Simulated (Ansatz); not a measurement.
**C12H16HfO2: small, medium and large basis sets**

How large a basis does C12H16HfO2 need? Two functionals are run in growing sets.

The runs use Ansatz 0.2.0, Gaussian basis; one geometry, several basis sets.

Plan: PBE0-D4/def2-SVP; ωB97M-V/def2-SVP; PBE0-D4/def2-QZVPP; ωB97M-V/def2-QZVPP; the functionals' def2-TZVPP values are taken from earlier runs.

## 1. The geometry

An earlier PBE0-D4 in a triple-zeta def2 set relaxation fixed the geometry. Hf takes the def2 core potential; no spin-orbit term is included.

SMILES `C[C@@]12[C@H]3[C@H]4[C@H]5[C@@H]1[Hf]45321678([OH])([OH])[C@@H]2[C@H]1[C@H]6[C@@]7(C)[C@@H]28`, 31 atoms, charge 0, spin multiplicity 1.

Atoms are counted from 1 here; the program's logs count them from 0.

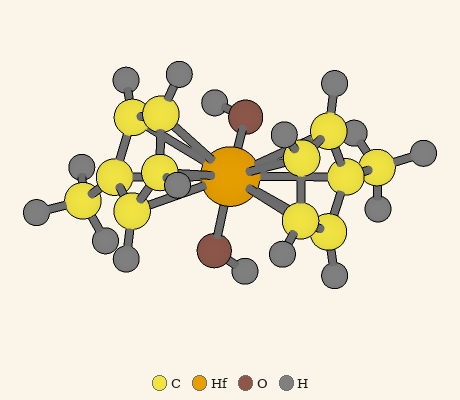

The geometry (carbon yellow, hafnium amber, oxygen brown, hydrogen grey).

## 2. PBE0-D4 in def2-SVP

The input, in.yaml:

```yaml
crystal:
  periodic: [false, false, false]
  atoms:
    - {symbol: C, position_ang: [-2.407923, 2.147366, 1.569346]}
    - {symbol: C, position_ang: [-1.160914, 2.178692, 0.754153]}
    - {symbol: C, position_ang: [0.163464, 2.183535, 1.258527]}
    - {symbol: C, position_ang: [1.059176, 2.239150, 0.175071]}
    - {symbol: C, position_ang: [0.299502, 2.241674, -1.016866]}
    - {symbol: C, position_ang: [-1.064528, 2.217065, -0.650784]}
    - {symbol: Hf, position_ang: [-0.048262, -0.026320, 0.013801]}
    - {symbol: O, position_ang: [-1.479771, -0.694104, -1.205935]}
    - {symbol: O, position_ang: [-0.796016, -0.535005, 1.792856]}
    - {symbol: C, position_ang: [2.219635, -0.469094, -1.008522]}
    - {symbol: C, position_ang: [2.308677, -0.836284, 0.353404]}
    - {symbol: C, position_ang: [1.503553, -1.982282, 0.537447]}
    - {symbol: C, position_ang: [0.899361, -2.319268, -0.689678]}
    - {symbol: C, position_ang: [-0.023948, -3.458516, -0.954376]}
    - {symbol: C, position_ang: [1.342537, -1.368213, -1.642323]}
    - {symbol: H, position_ang: [-3.284259, 1.970248, 0.942757]}
    - {symbol: H, position_ang: [-2.557462, 3.099375, 2.086792]}
    - {symbol: H, position_ang: [-2.355490, 1.353672, 2.317368]}
    - {symbol: H, position_ang: [0.431080, 2.123820, 2.303525]}
    - {symbol: H, position_ang: [2.136405, 2.264263, 0.243371]}
    - {symbol: H, position_ang: [0.687619, 2.274639, -2.024470]}
    - {symbol: H, position_ang: [-1.898631, 2.213781, -1.337911]}
    - {symbol: H, position_ang: [-2.342850, -0.286136, -1.261907]}
    - {symbol: H, position_ang: [-0.858409, -1.442834, 2.086841]}
    - {symbol: H, position_ang: [2.725741, 0.360835, -1.478391]}
    - {symbol: H, position_ang: [2.897888, -0.343639, 1.113093]}
    - {symbol: H, position_ang: [1.363155, -2.507062, 1.471677]}
    - {symbol: H, position_ang: [0.467792, -4.223462, -1.562171]}
    - {symbol: H, position_ang: [-0.912526, -3.114131, -1.487302]}
    - {symbol: H, position_ang: [-0.344244, -3.930819, -0.023673]}
    - {symbol: H, position_ang: [1.029667, -1.330937, -2.675742]}
basis:
  gaussian: {orbitals: def2-SVP}
hamiltonian: {xc: pbe0, dispersion: d4}
output: {orbitals: {seedname: orbitals}}
```

The run is started by

```console
$ ansatz run in.yaml --threads 11 --pin off --events-out ev --progress --plain --max-ram 174080MiB --backend cuda --devices 0, --max-vram 75GiB
```

Further steps of the session: ωB97M-V in def2-SVP; PBE0-D4 in def2-QZVPP; ωB97M-V in def2-QZVPP.

**Question.** What will the summary of the whole plan be? Wanted: PBE0-D4: double and triple zeta above quadruple; ωB97M-V: double and triple zeta above quadruple.

As calculated:

| quantity | value |
| --- | --- |
| PBE0-D4: double and triple zeta above quadruple | 19.70, 0.91 eV |
| ωB97M-V: double and triple zeta above quadruple | 20.44, 0.85 eV |

For PBE0-D4 the step from double to triple zeta gains 18.79 eV and the next only 0.91 eV. These are total energies; as a rule much of such shifts cancels in differences, which this series doesn't test. The LUMO of ωB97M-V is positive and keeps falling with the basis (1.92 to 0.93 eV): an unbound level that the basis holds in place.
